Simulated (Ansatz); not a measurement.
**Ligand exchange: BH(CH3)F + GeH3F → BHF2 + GeH3(CH3)**

Species: BH(CH3)F, singlet; GeH3F (fluorogermane) `[F][GeH3]`, singlet; BHF2 `FBF`, singlet; GeH3(CH3) (methyl germane), singlet. The partners trade CH3 for F: B–CH3 and Ge–F bonds give way to B–F and Ge–CH3.

Shapes, held fixed at every level: PBE0-D4/def2-TZVP. Programs: Ansatz 0.2.0. The zero-point and thermal change to 298 K, harmonic and unscaled (PBE0-D4/def2-TZVP), is +1.8 kJ/mol.

```tsv
level	kind	ΔH(298 K) (kJ/mol)	less CCSD(T)/def2-TZVPP
PBE-D4/def2-TZVPP	GGA	-78.3	+7.6
BHLYP-D4/def2-TZVPP	global hybrid	-78.6	+7.3
wB97M-V/def2-TZVPP	range-separated hybrid	-78.5	+7.4
B2PLYP/def2-TZVPP	double hybrid	-78.9	+7.0
MP2/def2-SVP	perturbation theory	-91.6	-5.7
MP2/def2-TZVPP	perturbation theory	-87.0	-1.1
CCSD/def2-TZVPP	coupled cluster or CI	-84.8	+1.1
CCSD(T)/def2-TZVPP	coupled cluster or CI	-85.9	0.0
```

The highest level, CCSD(T)/def2-TZVPP, gives ΔH(298 K) = -85.9 kJ/mol; the levels span -91.6 to -78.3. The column of differences is taken from that level and isn't an error. No measured value is set beside it here. Relativity is left out for Ge. Outer-core shells of Ge are correlated, in sets that cover them unevenly.

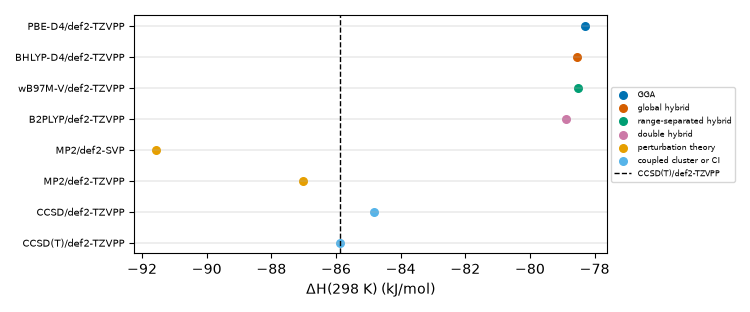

The values of the table, level by level.
